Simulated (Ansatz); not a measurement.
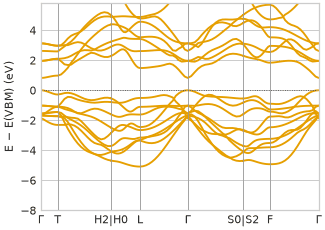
*Band structure from plane-wave PAW r²SCAN (Ansatz code)*

Question: Read off the gap and where the band edges lie.

Answer: About 0.8 eV (0.82 eV by a search for the band edges); maximum at Γ, minimum at Γ.

The material is Bi$_{2}$Se$_{3}$ in space group R-3m (No. 166; Bi on 6c, Se on 3a, Se on 6c).

Symmetry was held in the r²SCAN relaxation. A crystal of weakly bound layers computed without a dispersion correction: the cell and the soft elastic constants depend strongly on that. Spin–orbit coupling is left out wherever it is not named.

Potentials: the later of the program's two PAW sets.
